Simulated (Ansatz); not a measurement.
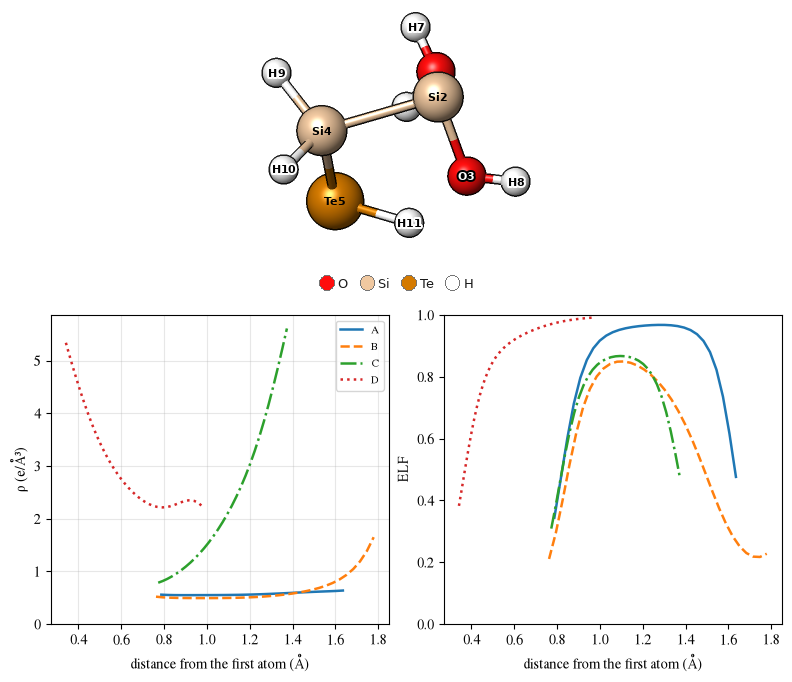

Figure 1: H₆O₂Si₂Te. Electron density and electron localisation function along straight lines between neighbouring atoms. The curves leave out the atomic cores. The structure is drawn too.

Core potentials replace the inner electrons of Te.

All numbers below come from RKS LDA/def2-SVP in Ansatz.

```yaml
atoms:
  - { symbol: O, position_ang: [-0.7878, 1.6564, 0.4624] }
  - { symbol: Si, position_ang: [-0.2589, 0.7545, -1.2381] }
  - { symbol: O, position_ang: [-1.3850, -0.5071, -0.9402] }
  - { symbol: Si, position_ang: [1.4422, -0.3383, 0.0958] }
  - { symbol: Te, position_ang: [0.0016, -1.1241, 2.0362] }
  - { symbol: H, position_ang: [-0.6745, 0.9734, 1.2360] }
  - { symbol: H, position_ang: [-0.2259, 2.4329, 0.6788] }
  - { symbol: H, position_ang: [-2.2182, -0.4163, -1.4402] }
  - { symbol: H, position_ang: [2.4216, 0.6334, 0.7239] }
  - { symbol: H, position_ang: [2.2680, -1.4803, -0.4511] }
  - { symbol: H, position_ang: [-1.1252, -1.3675, 0.7687] }
```

Q: Which curve belongs to which contact (O–H, Si–O, Si–Si and Si–Te)? The first atom named is at distance zero.

A: Curve A: Si–Si (2.42 Å): the density is about 0.56 e/Å³ at the midpoint; the ELF peaks at about 0.95 between the atoms (a shared electron pair). Curve B: Si–Te (2.54 Å): ρ at the midpoint is about 0.52 e/Å³; the ELF peaks at about 0.85 between the atoms; a shared electron pair. Curve C: Si–O (1.72 Å): ρ at the midpoint is about 0.96 e/Å³; the ELF peaks at about 0.85 between the atoms, as expected for a shared but strongly polarised pair. Curve D: O–H (0.98 Å): ρ at the midpoint is about 3.6 e/Å³; the ELF climbs to about 1 towards the hydrogen, as it does in any bond to H (an ordinary covalent bond to hydrogen).
